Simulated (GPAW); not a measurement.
A computed V K-edge spectrum of one site in a crystal of B, Cr and V, with its zero at a photon energy of about 5446.3 eV (LDA puts this hole about 14 eV below PBE, itself good to a few eV). Method: GPAW, LDA, excited-electron core hole (neutral cell) in a small cell, dipole transitions, broadening that rises with energy.

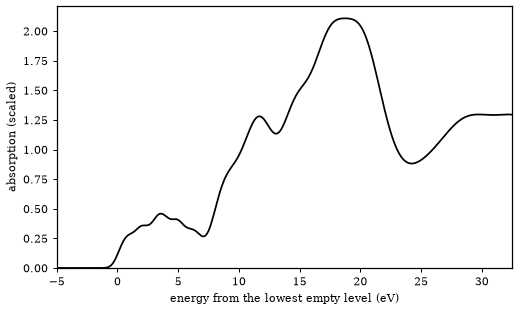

Energy from the lowest empty level; intensity scaled to a mean of 1 over the first 20 eV.

**Question.** Which coordination does this site have?

A K edge sees empty p states. The weak features of the first eV are p character mixed into the empty d bands; the main 4p edge lies above them. It is atom 2 of VCrB2 (Amm2), with 4 B at 2.19 Å, 2 B at 2.24 Å and 1 B at 2.27 Å (7-fold, site symmetry mm2). Its main maxima below 30 eV lie at 3.6 eV (0.46), 11.7 eV (1.28) and 18.7 eV (2.11), with a pre-edge feature at 3.6 eV. A near-edge spectrum doesn't fix the structure by itself; it is matched against candidates. The hole lies in one spin channel, while the script sums the empty states of both and takes the lower zero; where the two channels are split, this blurs and shifts the curve. Quadrupole 1s→3d transitions, which feed the pre-edge, are not in the dipole spectrum. The starting moments shrank to 0.00 μB or less, so this is hardly a magnetic state. The holes are only 5.1 Å apart, so the shape is probably not converged with cell size; no larger cell was run here. The mesh is coarse (0.33 Å⁻¹ between points), so small maxima may be mesh ripples. Lifetime broadening is put in by hand, and intensities beyond about 20 eV depend on it and on the partial waves. The structure is a computed Materials Project entry and may be a hypothetical form.

[Hosts, paths, dates, database ids (printed as entryN), source tags and the programs' standing remarks are cut or masked in the printed files.]

[Lists of maxima count a maximum above −3 eV only where it reaches 4 % of the highest in the window and stands out from its surroundings by 2 % of it (1.5 % where it reaches 55 %); shoulders and weaker maxima are passed over, and of the rest the first, up to two pre-edge ones and the few strongest are named.]
